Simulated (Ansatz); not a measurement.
# GeAsH₅ + CH₄: a complex and its separated parts, part 2 of 2

Ansatz 0.2.0, Gaussian basis. Earlier steps stand in the parts before.

### Step 13. CAM-B3LYP-D4/def2-TZVPP

The inputs:

parta/in.yaml

```yaml
crystal:
  periodic: [false, false, false]
  atoms:
    - {symbol: Ge, position_ang: [-1.443313, -1.537568, -0.222705]}
    - {symbol: H, position_ang: [-2.485749, -1.550639, -1.352559]}
    - {symbol: H, position_ang: [-1.800672, -2.631649, 0.796476]}
    - {symbol: H, position_ang: [-1.470362, -0.168197, 0.474762]}
    - {symbol: As, position_ang: [0.720915, -2.068340, -1.180240]}
    - {symbol: H, position_ang: [1.454918, -1.627339, 0.078963]}
    - {symbol: H, position_ang: [0.852233, -0.685537, -1.804291]}
basis:
  gaussian: {orbitals: def2-TZVPP}
hamiltonian: {xc: {name: CAM-B3LYP}, dispersion: d4}
```

partb/in.yaml

```yaml
crystal:
  periodic: [false, false, false]
  atoms:
    - {symbol: C, position_ang: [0.834428, 2.053855, 0.641939]}
    - {symbol: H, position_ang: [1.275959, 1.148340, 0.226674]}
    - {symbol: H, position_ang: [1.593106, 2.833765, 0.701048]}
    - {symbol: H, position_ang: [0.449182, 1.845518, 1.639703]}
    - {symbol: H, position_ang: [0.019457, 2.387791, 0.000331]}
basis:
  gaussian: {orbitals: def2-TZVPP}
hamiltonian: {xc: {name: CAM-B3LYP}, dispersion: d4}
```

One command serves all of them, each in its own folder.

Command:

```sh
$ ansatz run in.yaml --threads 8 --pin off --events-out ev --progress --plain --max-ram 19148MiB
```

Output in parta (excerpt; [...] marks lines left out):

```text
Functional definition: CAM-B3LYP
  name "CAM-B3LYP"
  cite "Yanai, Tew & Handy, Chem. Phys. Lett. 393, 51 (2004) doi:10.1016/j.cplett.2004.06.011"
  cite "Iikura, Tsuneda, Yanai & Hirao, J. Chem. Phys. 115, 3540 (2001) doi:10.1063/1.1383587"
[... 2 set-up lines as earlier in the session ...]
[...]
1093 factors; their error is unknown
256 factors; integrals over basis functions are off by at most 8.5e-6 eV
[...]
mean field -117447.60066847 eV, -4316.1197157233 hartree, gradient 3.2e-5 eV, S^2 0.000000; 0 other end points of the search recorded, 0 dependent functions left out
reference -117447.60079417 eV, -4316.1197203425 hartree; 35, 35 occupied and 131, 131 virtual orbitals, 1093 factors
Total energy: -117447.70834727 eV, -4316.1236728463 hartree
```

Output in partb (excerpt; [...] marks lines left out):

```text
[... 6 set-up lines as earlier in the session ...]
[...]
  # Exact exchange under (alpha + beta erf(omega r))/r, Becke's under what is left of 1/r.
[...]
416 factors; their error is unknown
123 factors; integrals over basis functions are off by at most 3.8e-6 eV
[...]
mean field -1102.19258433 eV, -40.5048303810 hartree, gradient 1.3e-5 eV, S^2 0.000000; 0 other end points of the search recorded, 0 dependent functions left out
reference -1102.19267558 eV, -40.5048337345 hartree; 5, 5 occupied and 82, 82 virtual orbitals, 416 factors
Total energy: -1102.21100797 eV, -40.5055074375 hartree
```

Wall times: 1.1 s (parta), 0.2 s (partb) on 8 threads of Arm Neoverse V2, shared host.

### Step 14. wB97X-V/def2-TZVPP

Each input of step 13 (parta, partb) changes in the same lines:

```diff
-hamiltonian: {xc: {name: CAM-B3LYP}, dispersion: d4}
+hamiltonian: {xc: {name: wB97X-V}}
```

Each run has its own folder and the same command.

Command:

```sh
$ ansatz run in.yaml --threads 8 --pin off --events-out ev --progress --plain --max-ram 19148MiB
```

parta printed (excerpt; [...] marks lines left out):

```text
Functional definition: wB97X-V
  name "wB97X-V"
  cite "Mardirossian & Head-Gordon, Phys. Chem. Chem. Phys. 16, 9904 (2014) doi:10.1039/C3CP54374A"
[... 2 set-up lines as earlier in the session ...]
[...]
      + integral(e_c_pw_opposite_spin*poly(b97_u_opposite, cos0, cos1)) + vv10(b, c)
1093 factors; their error is unknown
226 factors; integrals over basis functions are off by at most 6.0e-6 eV
[...]
mean field -117430.29081020 eV, -4315.4835901648 hartree, gradient 2.3e-5 eV, S^2 0.000000; 0 other end points of the search recorded, 0 dependent functions left out
reference -117430.29080840 eV, -4315.4835900989 hartree; 35, 35 occupied and 131, 131 virtual orbitals, 1093 factors
Total energy: -117430.29080840 eV, -4315.4835900989 hartree
```

Output in partb (excerpt; [...] marks lines left out):

```text
[... 5 set-up lines as earlier in the session ...]
[...]
      + integral(e_c_pw_opposite_spin*poly(b97_u_opposite, cos0, cos1)) + vv10(b, c)
416 factors; their error is unknown
123 factors; integrals over basis functions are off by at most 1.3e-5 eV
[...]
mean field -1102.50992465 eV, -40.5164924229 hartree, gradient 2.5e-5 eV, S^2 0.000000; 0 other end points of the search recorded, 0 dependent functions left out
reference -1102.50992331 eV, -40.5164923735 hartree; 5, 5 occupied and 82, 82 virtual orbitals, 416 factors
Total energy: -1102.50992331 eV, -40.5164923735 hartree
```

They took 2.4 s (parta), 0.4 s (partb) on 8 threads of Arm Neoverse V2, shared host.

### Step 15. wB97M-V/def2-TZVPP

Each input of step 14 (parta, partb) changes in the same lines:

```diff
-hamiltonian: {xc: {name: wB97X-V}}
+hamiltonian: {xc: {name: wB97M-V}}
```

One command serves all of them, each in its own folder.

Command:

```sh
$ ansatz run in.yaml --threads 8 --pin off --events-out ev --progress --plain --max-ram 19148MiB
```

Output in parta (excerpt; [...] marks lines left out):

```text
Functional definition: wB97M-V
  name "wB97M-V"
  cite "Mardirossian & Head-Gordon, J. Chem. Phys. 144, 214110 (2016) doi:10.1063/1.4952647"
[... 2 set-up lines as earlier in the session ...]
  # Of w^i u^j: cxij and so on, Table III.
[...]
  gx(w, u) = 1 - cx + cx01*u + cx10*w
[...]
1085 factors; their error is unknown
226 factors; integrals over basis functions are off by at most 6.0e-6 eV
[...]
mean field -117433.92460790 eV, -4315.6171297674 hartree, gradient 2.2e-5 eV, S^2 0.000000; 0 other end points of the search recorded, 0 dependent functions left out
reference -117433.92465122 eV, -4315.6171313594 hartree; 35, 35 occupied and 131, 131 virtual orbitals, 1085 factors
Total energy: -117433.92465122 eV, -4315.6171313594 hartree
```

Output in partb (excerpt; [...] marks lines left out):

```text
[... 5 set-up lines as earlier in the session ...]
  # Of w^i u^j: cxij and so on, Table III.
[...]
  gx(w, u) = 1 - cx + cx01*u + cx10*w
[...]
      + integral(e_c_pw_mod_opposite_spin*gos(b97_w_opposite, b97_u_opposite)) + vv10(b, c)
416 factors; their error is unknown
123 factors; integrals over basis functions are off by at most 1.3e-5 eV
[...]
mean field -1101.86517582 eV, -40.4927983403 hartree, gradient 1.9e-5 eV, S^2 0.000000; 0 other end points of the search recorded, 0 dependent functions left out
reference -1101.86520837 eV, -40.4927995364 hartree; 5, 5 occupied and 82, 82 virtual orbitals, 416 factors
Total energy: -1101.86520837 eV, -40.4927995364 hartree
```

Times: 2.9 s (parta), 0.45 s (partb) on 8 threads of Arm Neoverse V2, shared host.

### Step 16. B2PLYP/def2-TZVPP

Each input of step 15 (parta, partb) changes in the same lines:

```diff
-hamiltonian: {xc: {name: wB97M-V}}
+hamiltonian: {xc: {name: B2PLYP}}
```

Each run has its own folder and the same command.

Command:

```sh
$ ansatz run in.yaml --threads 8 --pin off --events-out ev --progress --plain --max-ram 19148MiB
```

Output in parta (excerpt; [...] marks lines left out):

```text
Functional definition: B2PLYP
  name "B2PLYP"
  cite "Grimme, J. Chem. Phys. 124, 034108 (2006) doi:10.1063/1.2148954"
[... 2 set-up lines as earlier in the session ...]
[...]
1010 factors; integrals over basis functions are off by at most 8.7e-4 eV
[...]
mean field -117415.83890004 eV, -4314.9524922622 hartree, gradient 1.9e-6 eV, S^2 0.000000; 0 other end points of the search recorded, 0 dependent functions left out
18 core orbitals not correlated: weight in the atoms' cores, before any rotation towards them, 1.000 or more for the frozen orbitals, at most 0.000 for the correlated occupied ones
reference -117415.83906395 eV, -4314.9524982860 hartree; 17, 17 occupied and 131, 131 virtual orbitals, 1010 factors
second order -18.01860628 eV of doubles, -0.00000000 eV of singles
Total energy: -117420.70408765 eV, -4315.1312846092 hartree
```

partb printed (excerpt; [...] marks lines left out):

```text
[... 5 set-up lines as earlier in the session ...]
[...]
482 factors; integrals over basis functions are off by at most 8.4e-4 eV
[...]
mean field -1099.97184852 eV, -40.4232198454 hartree, gradient 6.3e-6 eV, S^2 0.000000; 0 other end points of the search recorded, 0 dependent functions left out
1 core orbitals not correlated: weight in the atoms' cores, before any rotation towards them, 1.000 or more for the frozen orbitals, at most 0.000 for the correlated occupied ones
reference -1099.97196566 eV, -40.4232241501 hartree; 4, 4 occupied and 82, 82 virtual orbitals, 482 factors
second order -6.44340427 eV of doubles, -0.00000000 eV of singles
Total energy: -1101.71168481 eV, -40.4871576497 hartree
```

Wall times: 1.6 s (parta), 0.25 s (partb) on 8 threads of Arm Neoverse V2, shared host.

### Step 17. PBE-QIDH/def2-TZVPP

Each input of step 16 (parta, partb) changes in the same lines:

```diff
-hamiltonian: {xc: {name: B2PLYP}}
+hamiltonian: {xc: {name: PBE-QIDH}}
```

One command serves all of them, each in its own folder.

Command:

```sh
$ ansatz run in.yaml --threads 8 --pin off --events-out ev --progress --plain --max-ram 19148MiB
```

Output in parta (excerpt; [...] marks lines left out):

```text
Functional definition: PBE-QIDH
  name "PBE-QIDH"
  cite "Brémond, Sancho-García, Pérez-Jiménez & Adamo, J. Chem. Phys. 141, 031101 (2014) doi:10.1063/1.4890314"
[... 1 set-up line as earlier in the session ...]
[...]
1010 factors; integrals over basis functions are off by at most 8.7e-4 eV
[...]
mean field -117403.19302100 eV, -4314.4877647794 hartree, gradient 3.7e-6 eV, S^2 0.000000; 0 other end points of the search recorded, 0 dependent functions left out
18 core orbitals not correlated: weight in the atoms' cores, before any rotation towards them, 1.000 or more for the frozen orbitals, at most 0.000 for the correlated occupied ones
reference -117403.19303305 eV, -4314.4877652222 hartree; 17, 17 occupied and 131, 131 virtual orbitals, 1010 factors
second order -16.73768678 eV of doubles, -0.00000000 eV of singles
Total energy: -117408.77226198 eV, -4314.6927981035 hartree
```

Output in partb (excerpt; [...] marks lines left out):

```text
[... 4 set-up lines as earlier in the session ...]
[...]
482 factors; integrals over basis functions are off by at most 8.4e-4 eV
[...]
mean field -1099.27816703 eV, -40.3977275209 hartree, gradient 5.8e-6 eV, S^2 0.000000; 0 other end points of the search recorded, 0 dependent functions left out
1 core orbitals not correlated: weight in the atoms' cores, before any rotation towards them, 1.000 or more for the frozen orbitals, at most 0.000 for the correlated occupied ones
reference -1099.27817536 eV, -40.3977278271 hartree; 4, 4 occupied and 82, 82 virtual orbitals, 482 factors
second order -6.01425129 eV of doubles, -0.00000000 eV of singles
Total energy: -1101.28292579 eV, -40.4714010466 hartree
```

Wall times: 1.6 s (parta), 0.25 s (partb) on 8 threads of Arm Neoverse V2, shared host.

### Step 18. RPA on PBE/def2-TZVPP

Each input of step 17 (parta, partb) changes in the same lines:

```diff
-hamiltonian: {xc: {name: PBE-QIDH}}
+hamiltonian: {xc: pbe}
+correlation: {method: rpa}
```

Each run has its own folder and the same command.

Command:

```sh
$ ansatz run in.yaml --threads 8 --pin off --events-out ev --progress --plain --max-ram 19148MiB
```

Output in parta (excerpt; [...] marks lines left out):

```text
[... 4 set-up lines as earlier in the session ...]
[...]
1010 factors; integrals over basis functions are off by at most 8.7e-4 eV
[...]
mean field -117423.02810980 eV, -4315.2166908479 hartree, gradient 2.0e-6 eV, S^2 0.000000; 0 other end points of the search recorded, 0 dependent functions left out
18 core orbitals not correlated: weight in the atoms' cores, before any rotation towards them, 1.000 or more for the frozen orbitals, at most 0.000 for the correlated occupied ones
reference -117347.02231738 eV, -4312.4235294952 hartree; 17, 17 occupied and 131, 131 virtual orbitals, 1010 factors
Total energy: -117371.27005331 eV, -4313.3146173549 hartree
```

Log of partb (excerpt; [...] marks lines left out):

```text
[... 4 set-up lines as earlier in the session ...]
[...]
482 factors; integrals over basis functions are off by at most 8.4e-4 eV
[...]
mean field -1101.08955505 eV, -40.4642948026 hartree, gradient 3.6e-6 eV, S^2 0.000000; 0 other end points of the search recorded, 0 dependent functions left out
1 core orbitals not correlated: weight in the atoms' cores, before any rotation towards them, 1.000 or more for the frozen orbitals, at most 0.000 for the correlated occupied ones
reference -1094.05485182 eV, -40.2057742273 hartree; 4, 4 occupied and 82, 82 virtual orbitals, 482 factors
Total energy: -1103.78824125 eV, -40.5634696914 hartree
```

They took 1.2 s (parta), 0.25 s (partb) on 8 threads of Arm Neoverse V2, shared host.

### Step 19. CCSD(T)/def2-TZVPP

The same edit goes into each in.yaml of step 18 (parta, partb):

```diff
-hamiltonian: {xc: pbe}
-correlation: {method: rpa}
+correlation: {method: ccsd_t}
```

One command serves all of them, each in its own folder.

Command:

```sh
$ ansatz run in.yaml --threads 8 --pin off --events-out ev --progress --plain --max-ram 19148MiB
```

Output in parta (excerpt; [...] marks lines left out):

```text
Functional definition: HF
  name "HF"
  cite "Fock, Z. Phys. 61, 126 (1930) doi:10.1007/BF01340294"
[... 1 set-up line as earlier in the session ...]
[...]
1010 factors; integrals over basis functions are off by at most 8.7e-4 eV
[...]
mean field -117348.43353696 eV, -4312.4753908582 hartree, gradient 1.8e-6 eV, S^2 0.000000; 0 other end points of the search recorded, 0 dependent functions left out
18 core orbitals not correlated: weight in the atoms' cores, before any rotation towards them, 1.000 or more for the frozen orbitals, at most 0.000 for the correlated occupied ones
reference -117348.43353696 eV, -4312.4753908582 hartree; 17, 17 occupied and 131, 131 virtual orbitals, 1010 factors
second order -14.82881872 eV of doubles, -0.00000000 eV of singles
cycle   1  -14.92585282 eV  change   -9.7e-2 eV  update   9.5e-2
[...]
cycle   9  -15.51794747 eV  change    1.5e-6 eV  update   9.7e-6
perturbative correction -0.53993385 eV, -0.0198422032 hartree
Total energy: -117364.49141829 eV, -4313.0655071125 hartree
```

Output in partb (excerpt; [...] marks lines left out):

```text
[... 4 set-up lines as earlier in the session ...]
[...]
482 factors; integrals over basis functions are off by at most 8.4e-4 eV
[...]
mean field -1094.28756709 eV, -40.2143263558 hartree, gradient 9.7e-7 eV, S^2 0.000000; 0 other end points of the search recorded, 0 dependent functions left out
1 core orbitals not correlated: weight in the atoms' cores, before any rotation towards them, 1.000 or more for the frozen orbitals, at most 0.000 for the correlated occupied ones
reference -1094.28756709 eV, -40.2143263558 hartree; 4, 4 occupied and 82, 82 virtual orbitals, 482 factors
second order -5.38053032 eV of doubles, -0.00000000 eV of singles
cycle   1  -5.77368413 eV  change   -3.9e-1 eV  update   4.2e-2
[...]
cycle   8  -5.93358031 eV  change   -1.8e-7 eV  update   1.3e-6
perturbative correction -0.16938457 eV, -0.0062247680 hartree
Total energy: -1100.39053197 eV, -40.4386061782 hartree
```

They took 16 s (parta), 0.3 s (partb) on 8 threads of Arm Neoverse V2, shared host; peak memory 1.3 GiB.

### Step 20. Vibrations of GeAsH₅

File vib-parta/in.yaml:

```yaml
crystal:
  periodic: [false, false, false]
  atoms:
    - {symbol: Ge, position_ang: [-1.443313, -1.537568, -0.222705]}
    - {symbol: H, position_ang: [-2.485749, -1.550639, -1.352559]}
    - {symbol: H, position_ang: [-1.800672, -2.631649, 0.796476]}
    - {symbol: H, position_ang: [-1.470362, -0.168197, 0.474762]}
    - {symbol: As, position_ang: [0.720915, -2.068340, -1.180240]}
    - {symbol: H, position_ang: [1.454918, -1.627339, 0.078963]}
    - {symbol: H, position_ang: [0.852233, -0.685537, -1.804291]}
basis:
  gaussian: {orbitals: def2-TZVP}
hamiltonian: {xc: pbe0, dispersion: d4}
phonons: {temperatures: {t_min: 298.15, t_max: 900, t_step: 200}}
```

Command:

```sh
$ ansatz run in.yaml --threads 8 --pin off --events-out ev --progress --plain --max-ram 19148MiB
```

Standard output (excerpt; [...] marks lines left out):

```text
[... 5 set-up lines as earlier in the session ...]
[...]
1044 factors; their error is unknown
[...]
mean field -117426.41636071 eV, -4315.3412067725 hartree, gradient 1.2e-5 eV, S^2 0.000000; 0 other end points of the search recorded, 0 dependent functions left out
[...]
Atom 4 at     0.720915    -2.068340    -1.180240 Å, force     0.000522    -0.000425    -0.000251 eV/Å
Atom 5 at     1.454918    -1.627339     0.078963 Å, force     0.000003    -0.000008    -0.000099 eV/Å
Atom 6 at     0.852233    -0.685537    -1.804291 Å, force     0.000192     0.000176     0.000212 eV/Å
Dipole moment:    -0.014756     0.072598     0.041105 e Å
Vibrations: 134.63 268.98 422.93 439.99 650.71 694.30 804.88 880.44 883.97 985.55 2145.86 2155.58 2157.39 2208.40 2219.93 cm⁻¹, zero-point energy 1.057184 eV
```

It took 28 s on 8 threads of Arm Neoverse V2, shared host.

The modes, with what each moves most:

| mode | wavenumber (cm⁻¹) | character |
| --- | --- | --- |
| 1 | 135 | torsion |
| 2 | 269 | Ge–As stretch |
| 3 | 423 | bend |
| 4 | 440 | bend |
| 5 | 651 | bend |
| 6 | 694 | bend |
| 7 | 805 | bend |
| 8 | 880 | bend with wag or twist |
| 9 | 884 | bend with wag or twist |
| 10 | 986 | wag or twist with bend |
| 11 | 2146 | Ge–H stretch |
| 12 | 2156 | Ge–H stretch |
| 13 | 2157 | Ge–H stretch |
| 14 | 2208 | As–H stretch |
| 15 | 2220 | As–H stretch |

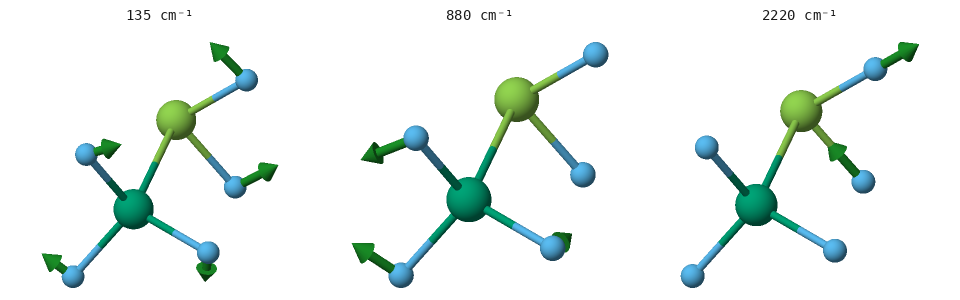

Displacements of 3 modes, as arrows.

Vibrational sums (real modes only):

| T (K) | entropy (J/mol/K) | heat capacity (J/mol/K) |
| --- | --- | --- |
| 298 | 31.3 | 43.2 |
| 498 | 59.3 | 65.8 |
| 698 | 84.1 | 81.1 |
| 898 | 105.9 | 92.2 |

### Step 21. Vibrations of CH₄

File vib-partb/in.yaml:

```yaml
crystal:
  periodic: [false, false, false]
  atoms:
    - {symbol: C, position_ang: [0.834428, 2.053855, 0.641939]}
    - {symbol: H, position_ang: [1.275959, 1.148340, 0.226674]}
    - {symbol: H, position_ang: [1.593106, 2.833765, 0.701048]}
    - {symbol: H, position_ang: [0.449182, 1.845518, 1.639703]}
    - {symbol: H, position_ang: [0.019457, 2.387791, 0.000331]}
basis:
  gaussian: {orbitals: def2-TZVP}
hamiltonian: {xc: pbe0, dispersion: d4}
phonons: {temperatures: {t_min: 298.15, t_max: 900, t_step: 200}}
```

Command:

```sh
$ ansatz run in.yaml --threads 8 --pin off --events-out ev --progress --plain --max-ram 19148MiB
```

Standard output (excerpt; [...] marks lines left out):

```text
[... 5 set-up lines as earlier in the session ...]
[...]
356 factors; their error is unknown
[...]
mean field -1101.35639252 eV, -40.4741008989 hartree, gradient 1.7e-5 eV, S^2 0.000000; 0 other end points of the search recorded, 0 dependent functions left out
[...]
Atom 2 at     1.593106     2.833765     0.701048 Å, force     0.000026     0.000017    -0.000001 eV/Å
Atom 3 at     0.449182     1.845518     1.639703 Å, force     0.000011    -0.000001    -0.000005 eV/Å
Atom 4 at     0.019457     2.387791     0.000331 Å, force     0.000012    -0.000002    -0.000002 eV/Å
Dipole moment:    -0.000001     0.000000     0.000000 e Å
Vibrations: 1326.41 1326.42 1326.43 1551.06 1551.07 3046.94 3167.81 3167.81 3167.82 cm⁻¹, zero-point energy 1.217015 eV
```

It took 0.9 s on 8 threads of Arm Neoverse V2, shared host.

The modes, with what each moves most:

| mode | wavenumber (cm⁻¹) | character |
| --- | --- | --- |
| 1 | 1326 | bend |
| 2 | 1326 | bend |
| 3 | 1326 | bend |
| 4 | 1551 | bend |
| 5 | 1551 | bend |
| 6 | 3047 | C–H stretch |
| 7 | 3168 | C–H stretch |
| 8 | 3168 | C–H stretch |
| 9 | 3168 | C–H stretch |

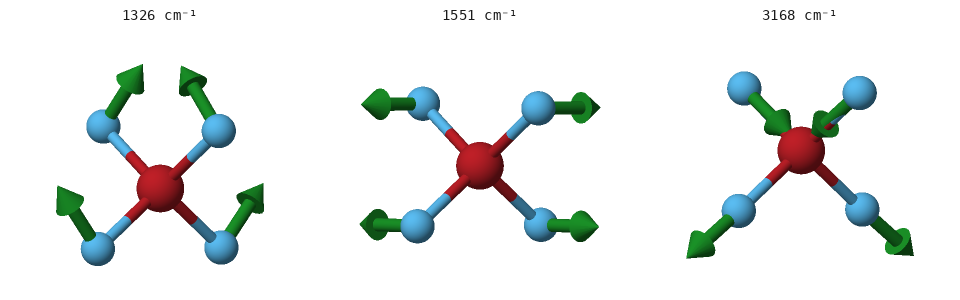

Displacements of 3 modes, as arrows.

Vibrational sums (real modes only):

| T (K) | entropy (J/mol/K) | heat capacity (J/mol/K) |
| --- | --- | --- |
| 298 | 0.4 | 2.2 |
| 498 | 3.7 | 12.5 |
| 698 | 9.8 | 23.6 |
| 898 | 16.9 | 33.1 |

### Step 22. Complex less separated parts

The complex's own energies come from single points at the same levels.

Rows are in def2-TZVPP; times add the 3 runs of a level on a shared host, so small differences are noise.

Differences are taken before rounding.

| method | rung | complex less parts (kcal/mol) | from CCSD(T) (kcal/mol) | time |
| --- | --- | --- | --- | --- |
| SPW92 | LDA | -1.60 | -0.65 | 1.4 s |
| PBE-D4 | GGA | -1.21 | -0.25 | 2.1 s |
| BLYP-D4 | GGA | -0.79 | +0.17 | 2.1 s |
| r2SCAN-D4 | meta-GGA | -0.80 | +0.15 | 4.2 s |
| B97M-V | meta-GGA | -0.87 | +0.09 | 8.7 s |
| PBE0-D4 | hybrid | -1.09 | -0.14 | 3.3 s |
| B3LYP-D4 | hybrid | -0.91 | +0.05 | 2.9 s |
| r2SCAN0-D4 | hybrid | -0.87 | +0.08 | 5.2 s |
| BHLYP-D4 | hybrid | -0.97 | -0.02 | 2.8 s |
| CAM-B3LYP-D4 | range-separated hybrid | -0.97 | -0.01 | 3.5 s |
| wB97X-V | range-separated hybrid | -0.94 | +0.01 | 7.4 s |
| wB97M-V | range-separated hybrid | -0.91 | +0.04 | 9.4 s |
| B2PLYP | double hybrid | -0.06 | +0.89 | 5.2 s |
| PBE-QIDH | double hybrid | -0.47 | +0.48 | 5.5 s |
| RPA on PBE | RPA | -0.75 | +0.21 | 4.7 s |
| Hartree-Fock | wavefunction | 0.74 | +1.70 |  |
| MP2 | wavefunction | -0.99 | -0.04 |  |
| CCSD | wavefunction | -0.73 | +0.22 |  |
| CCSD(T) | wavefunction | -0.95 | 0 | 2.8 min |

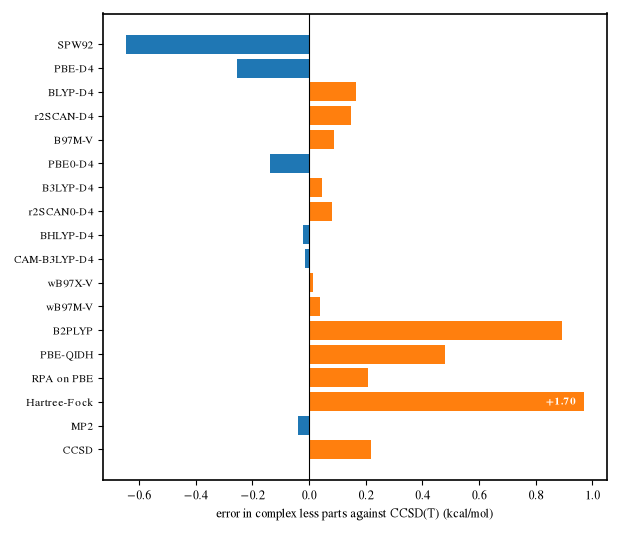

Deviations from CCSD(T), method by method. Bars with a number in them are cut short.

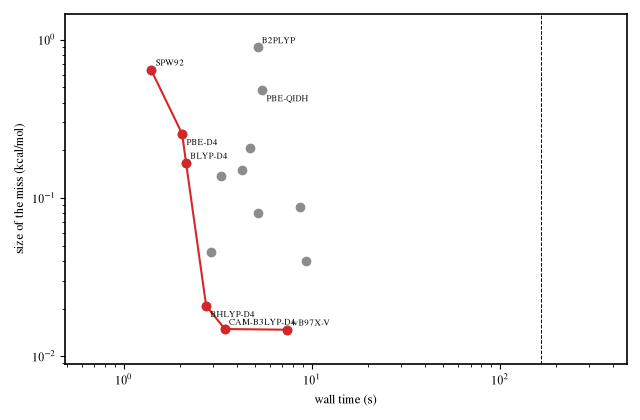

Miss against cost. Red marks the levels that no quicker level drawn beats (of those quicker than the yardstick), and the dashed line is the time of CCSD(T). Only those levels and the largest misses are named. Times are from a shared host.

For cost: wB97X-V gets within 0.01 kcal/mol in 7.4 s, where CCSD(T) took 2.8 min; the quickest level in the cost chart, SPW92, takes 1.4 s and misses by 0.65 kcal/mol.

The complex's zero-point energy, from a separate PBE0-D4 run, is 2.290 eV.

### Step 23. Results

What follows sums up all 2 parts.

```
                              quantity           value
complex less parts, CCSD(T)/def2-TZVPP  -0.95 kcal/mol
                with zero-point energy  -0.59 kcal/mol
                 largest T1 diagnostic           0.011
```

**Reading.** At CCSD(T) the complex lies 0.95 kcal/mol below its parts. wB97X-V is the best functional here (+0.01 kcal/mol from CCSD(T)); B2PLYP is the worst (+0.89 kcal/mol). CAM-B3LYP-D4 is as near within the digits shown. By rung, the mean size of the error is: LDA 0.65, GGA 0.21, meta-GGA 0.12, hybrid 0.07, range-separated hybrid 0.02, double hybrid 0.69 kcal/mol. The double hybrids carry no dispersion term here, unlike the levels marked D4 or V. PBE-D4 gives a relative energy 0.25 kcal/mol too low, an error of 27 % of the reference. The complex's frequency run has imaginary modes: the structure is no minimum, so both the energy and the zero-point correction are in doubt. No counterpoise was applied, and triple zeta lacks some correlation, so the CCSD(T) reference has a basis error of its own, and close matches with it are partly luck.
